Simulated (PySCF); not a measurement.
**CH₃AlCl₂S (SMILES C[S][Al]([Cl])[Cl]): density, localisation and related maps**

```xyz
8

Al    0.3560    1.4440   -0.7508
Cl    2.3073    0.9949   -0.1328
Cl   -0.0026    3.1991   -1.8163
S    -1.2700    0.1018   -0.3152
C    -0.4297   -1.2473    0.5946
H     0.6534   -1.0853    0.6681
H    -0.6200   -2.1894    0.0644
H    -0.8563   -1.3034    1.6044
```

Geometry: PBE0-D3(BJ)/def2-SVP.

Theory: PBE0/pcSseg-1 Al:pcSseg-2, SCF density, gas phase, non-relativistic in PySCF.

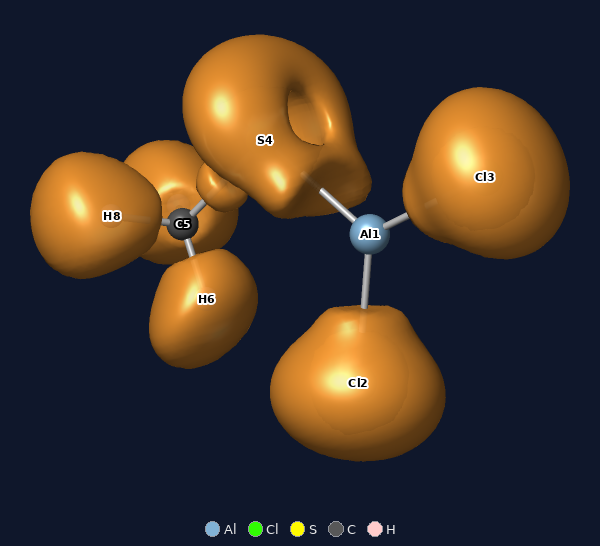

Figure 1. Isosurface of the electron localisation function at 0.8 (orange), seen at a tilt. Only the valence region is drawn (cores and ρ < 0.01 e/Å³ removed).

Question: What do the ELF domains correspond to?

Answer: The ELF exceeds this value in one region between bonded C–S atoms (shared pairs), three regions around hydrogen nuclei, two regions on Cl in which the atom's valence shell and bonds are merged and one region on S in which the atom's valence shell and bonds are merged.


C–S (1.83 Å): the ELF peaks at about 0.90 between the atoms: a covalent bond. Al–Cl (2.08 Å): the ELF peaks at about 0.85 in the valence shell of Cl, 0.9 Å from its nucleus, and is about 0.80 at the midpoint.

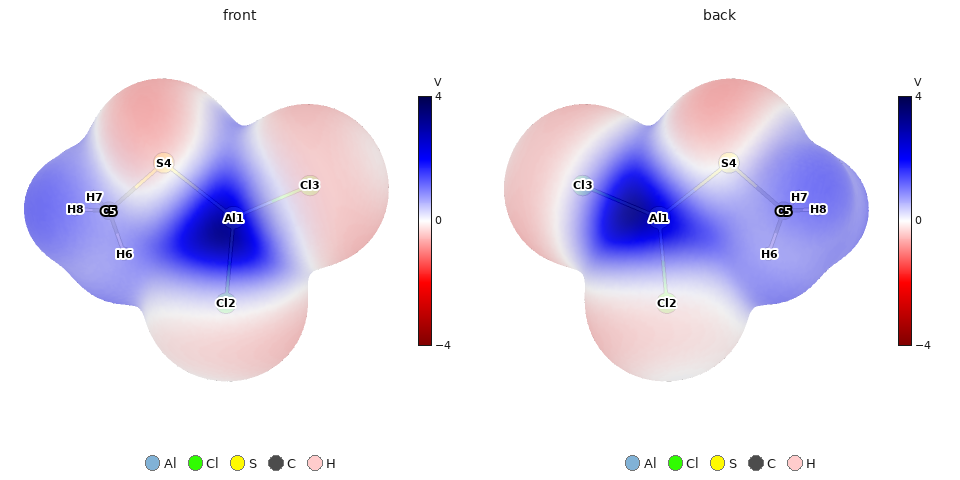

Figure 2. The molecular electrostatic potential painted on the density surface at 0.002 e/bohr³, seen from the front and from behind; red is negative and blue positive.

Question: Describe the electrostatic potential map.

Answer: The most negative region (about −0.6 V) lies over S4, the most positive (about +3.2 V) over Al1.

Question: How polar is the molecule by this calculation?

Answer: Its dipole moment is 2.16 D.
